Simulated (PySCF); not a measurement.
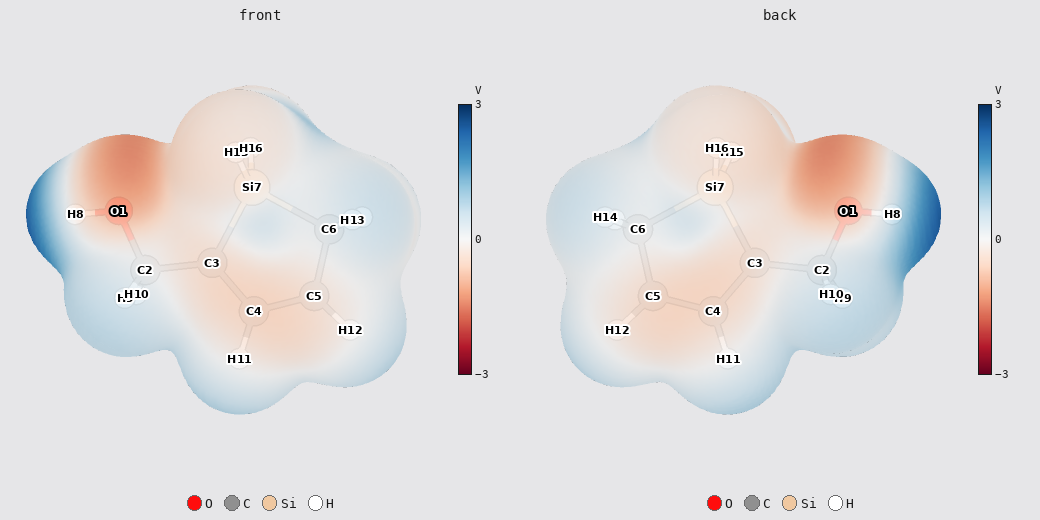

The picture shows: C$_{5}$H$_{9}$OSi (SMILES OC[C]1C=CC[SiH2]1) (doublet). The molecular electrostatic potential painted on the density surface at 0.002 e/bohr³, seen from the front and from behind; red is negative and blue positive.

Geometry: GFN2-xTB.

The calculation used PySCF 2.14.0, density-fitted response routines, UKS B3LYP, pcH-1 on C H O Si, non-relativistic, mean-field spin-orbit, GIAO.

```json
{"atom": "O", "x (Å)": "-2.5946", "y (Å)": "0.5861", "z (Å)": "0.3015"}
{"atom": "C", "x (Å)": "-1.9232", "y (Å)": "-0.4807", "z (Å)": "-0.3336"}
{"atom": "C", "x (Å)": "-0.4666", "y (Å)": "-0.2679", "z (Å)": "-0.1674"}
{"atom": "C", "x (Å)": "0.5196", "y (Å)": "-1.1227", "z (Å)": "-0.6532"}
{"atom": "C", "x (Å)": "1.8160", "y (Å)": "-0.7617", "z (Å)": "-0.4127"}
{"atom": "C", "x (Å)": "2.0406", "y (Å)": "0.5059", "z (Å)": "0.3367"}
{"atom": "Si", "x (Å)": "0.2860", "y (Å)": "1.1874", "z (Å)": "0.7194"}
{"atom": "H", "x (Å)": "-3.5459", "y (Å)": "0.4689", "z (Å)": "0.2115"}
{"atom": "H", "x (Å)": "-2.2275", "y (Å)": "-1.4463", "z (Å)": "0.1088"}
{"atom": "H", "x (Å)": "-2.1874", "y (Å)": "-0.5189", "z (Å)": "-1.4060"}
{"atom": "H", "x (Å)": "0.2732", "y (Å)": "-2.0274", "z (Å)": "-1.1939"}
{"atom": "H", "x (Å)": "2.6555", "y (Å)": "-1.3541", "z (Å)": "-0.7437"}
{"atom": "H", "x (Å)": "2.6347", "y (Å)": "0.3071", "z (Å)": "1.2305"}
{"atom": "H", "x (Å)": "2.6423", "y (Å)": "1.1888", "z (Å)": "-0.2662"}
{"atom": "H", "x (Å)": "0.0173", "y (Å)": "1.2502", "z (Å)": "2.1595"}
{"atom": "H", "x (Å)": "0.0525", "y (Å)": "2.4943", "z (Å)": "0.0974"}
```

**Where is the surface potential most negative and most positive?**

The most negative region (about −1.4 V) lies over O1, the most positive (about +2.4 V) over H8. O1 is the likeliest acceptor of a hydrogen bond.
